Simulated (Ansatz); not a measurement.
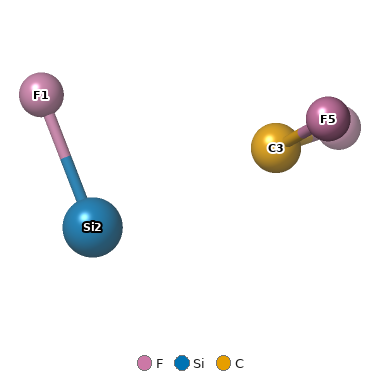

The system is CF₃Si, charge +1; the picture shows the reference structure. The first coordinate is: angle F1–Si2–C3; the second: dihedral F1–Si2–C3–F4. Nothing is relaxed (all other coordinates rigid). Grid: 15 × 15 points. Energies: eV, counted from the lowest grid point. All numbers below come from RKS CAM-B3LYP-D4/def2-SVP (Ansatz 0.2.0).

Its coordinates:

```xyz
5

F    -1.2268   -0.6137    1.4941
Si    0.1862   -1.2413    1.0985
C     0.3185    0.2977   -0.5253
F    -0.1070    0.1259   -1.6905
F     0.8291    1.4314   -0.3768
```

Range: angle F1–Si2–C3 from 52.8 to 122.8°; dihedral F1–Si2–C3–F4 from −180 to 156°.

Predict the map.

The lowest grid point is at angle F1–Si2–C3 = 87.8°, dihedral F1–Si2–C3–F4 = −180°. The highest grid point, angle F1–Si2–C3 = 52.8°, dihedral F1–Si2–C3–F4 = −180°, lies 2.71 eV above the lowest. Round the minimum the two coordinates are nearly uncoupled.

| dihedral F1–Si2–C3–F4 ↓, angle F1–Si2–C3 → | 52.8 | 57.8 | 62.8 | 67.8 | 72.8 | 77.8 | 82.8 | 87.8 | 92.8 | 97.8 | 102.8 | 107.8 | 112.8 | 117.8 | 122.8 |
| --- | --- | --- | --- | --- | --- | --- | --- | --- | --- | --- | --- | --- | --- | --- | --- |
| 156 | 2.50 | 1.56 | 0.91 | 0.50 | 0.24 | 0.09 | 0.02 | 0.00 | 0.03 | 0.08 | 0.17 | 0.27 | 0.39 | 0.52 | 0.67 |
| 132 | 2.07 | 1.35 | 0.82 | 0.47 | 0.23 | 0.09 | 0.02 | 0.00 | 0.03 | 0.08 | 0.16 | 0.26 | 0.38 | 0.51 | 0.66 |
| 108 | 1.72 | 1.18 | 0.75 | 0.44 | 0.23 | 0.10 | 0.03 | 0.00 | 0.02 | 0.08 | 0.15 | 0.25 | 0.37 | 0.50 | 0.65 |
| 84 | 1.64 | 1.14 | 0.74 | 0.44 | 0.23 | 0.10 | 0.03 | 0.00 | 0.02 | 0.07 | 0.15 | 0.25 | 0.37 | 0.50 | 0.65 |
| 60 | 1.87 | 1.25 | 0.78 | 0.45 | 0.23 | 0.10 | 0.02 | 0.00 | 0.02 | 0.08 | 0.16 | 0.26 | 0.37 | 0.51 | 0.65 |
| 36 | 2.29 | 1.45 | 0.87 | 0.48 | 0.24 | 0.09 | 0.02 | 0.00 | 0.03 | 0.08 | 0.16 | 0.26 | 0.38 | 0.52 | 0.66 |
| 12 | 2.66 | 1.63 | 0.95 | 0.51 | 0.24 | 0.09 | 0.02 | 0.00 | 0.03 | 0.08 | 0.17 | 0.27 | 0.39 | 0.53 | 0.67 |
| −12 | 2.66 | 1.63 | 0.95 | 0.51 | 0.24 | 0.09 | 0.02 | 0.00 | 0.03 | 0.08 | 0.17 | 0.27 | 0.39 | 0.53 | 0.67 |
| −36 | 2.29 | 1.46 | 0.87 | 0.48 | 0.24 | 0.09 | 0.02 | 0.00 | 0.03 | 0.08 | 0.16 | 0.26 | 0.38 | 0.52 | 0.66 |
| −60 | 1.87 | 1.26 | 0.79 | 0.45 | 0.23 | 0.10 | 0.03 | 0.00 | 0.02 | 0.08 | 0.15 | 0.25 | 0.37 | 0.51 | 0.65 |
| −84 | 1.65 | 1.15 | 0.74 | 0.44 | 0.23 | 0.10 | 0.03 | 0.00 | 0.02 | 0.07 | 0.15 | 0.25 | 0.37 | 0.50 | 0.64 |
| −108 | 1.73 | 1.18 | 0.76 | 0.44 | 0.23 | 0.10 | 0.03 | 0.00 | 0.02 | 0.07 | 0.15 | 0.25 | 0.37 | 0.50 | 0.65 |
| −132 | 2.07 | 1.35 | 0.83 | 0.47 | 0.24 | 0.09 | 0.02 | 0.00 | 0.03 | 0.08 | 0.16 | 0.26 | 0.38 | 0.51 | 0.66 |
| −156 | 2.50 | 1.56 | 0.91 | 0.50 | 0.24 | 0.09 | 0.02 | 0.00 | 0.03 | 0.08 | 0.16 | 0.27 | 0.39 | 0.52 | 0.67 |
| −180 | 2.71 | 1.66 | 0.96 | 0.51 | 0.24 | 0.09 | 0.02 | 0.00 | 0.03 | 0.08 | 0.17 | 0.27 | 0.39 | 0.53 | 0.67 |

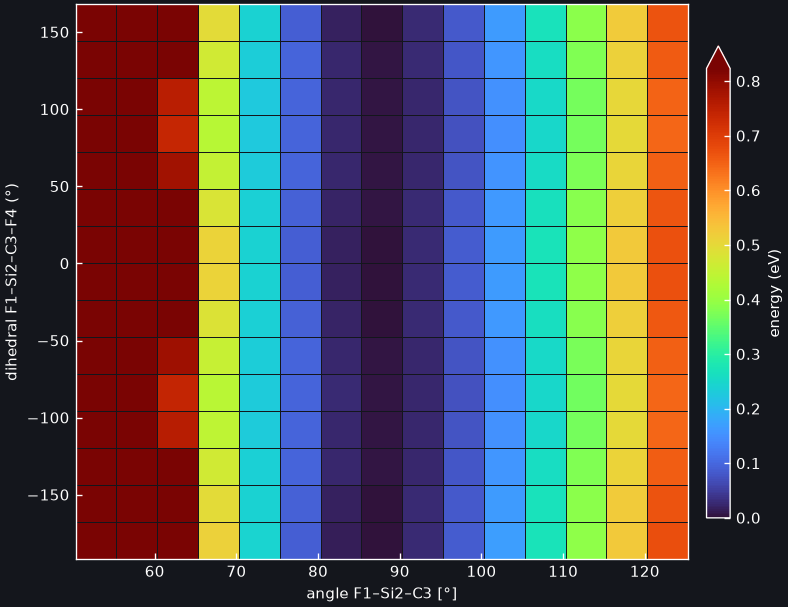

In the figure: one coloured cell a grid point, one colour for all values above the top of the scale.

Each point was launched as `ansatz run input.yaml --threads 1 --pin off --max-ram 2560MiB --backend cpu --events-out ev --progress --plain --runs-dir out`. Time for the 225 points that were run: 9.3 min on 1 thread of Intel(R) Xeon(R) Platinum 8375C CPU @ 2.90GHz (Ice Lake) (shared host).
